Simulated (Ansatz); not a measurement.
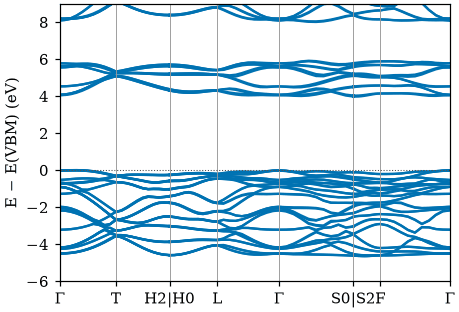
Figure. Band structure from r²SCAN with spin–orbit coupling in the plane-wave PAW code Ansatz

Task: Read off the gap and where the band edges lie.

Result: About 4.0 eV (3.97 eV by a search for the band edges); maximum on the Γ–T line, 29 % of the way from Γ, minimum on the S2–F line, 10 % of the way from S2.

The material is LiNbO₃ in space group R3c (No. 161; Li on 6a, Nb on 6a, O on 18b).

The cell was relaxed with r²SCAN under the symmetry of its start. The run is not spin-polarised.

Potentials: the earlier of the program's two PAW sets. The files were generated under PBE; for other functionals the program regenerates the frozen cores, and for LDA and PBEsol the local potential too.
